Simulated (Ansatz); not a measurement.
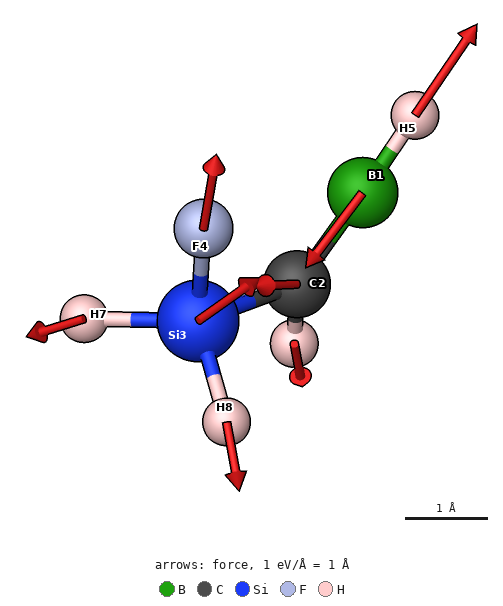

Starting geometry of CH4BFSi with the computed forces as red arrows. The picture is a ball-and-stick view, seen from a free direction.

The run prepares an end point of a later path (hydrogen shift) calculation, from a guessed geometry.

Method: RKS PBE-D4/def2-SVP in Ansatz 0.2.0. Settings: no spin polarisation; force threshold 0.02 eV/Å; at most 50 steps.

Question: What follows when this structure is relaxed?

Answer: It isn't relaxed: the largest force vector, on an H atom, is 1.37 eV/Å. The final displacements have little in common with the starting forces (cosine between the two patterns 0.20). The F atom moves most after the best rigid fit: 0.29 Å. Largest moves by element: F 0.29 Å, H 0.27 Å, B 0.14 Å, C 0.12 Å, Si 0.06 Å. Near-neighbour distances that change, for instance: B–H 1.146 → 1.194 Å, H–Si 1.460 → 1.504 Å, F–Si 1.614 → 1.652 Å, C–Si 1.875 → 1.852 Å. Bond angles that change, for instance: B–C–Si 122.4° → 110.2°, Si–C–H 110.9° → 119.5°, F–Si–H 104.0° → 107.7°. The energy falls by 0.165 eV in 7 geometry steps. Largest force component: 1 eV/Å at the start, 0.02 eV/Å at the end. The run took 18 s on 1 thread of Arm Neoverse V2, with other jobs on the host, peak memory 0.14 GiB.
